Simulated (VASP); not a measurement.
Band structure of ZrO2 (space group Fm-3m). Method: PBE GGA, VASP's PBE PAW potentials (set 64) (plane waves; VASP).

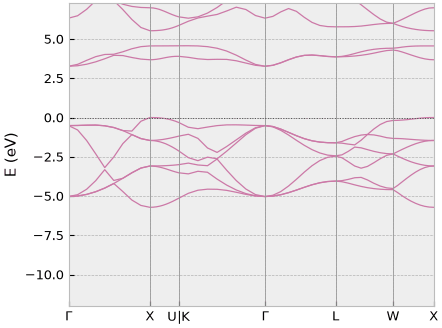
Fig. 1. Bands along high-symmetry lines, zero at the valence-band maximum or, without a gap, the Fermi level

Task: Read the plot: is there a gap, and where are the band edges?

Result: The gap is indirect, 3.27 eV, from the valence maximum at X to the conduction minimum at Γ.

The structure is a typed ZrO2 crystal (Fm-3m). The cell was not relaxed at this level.
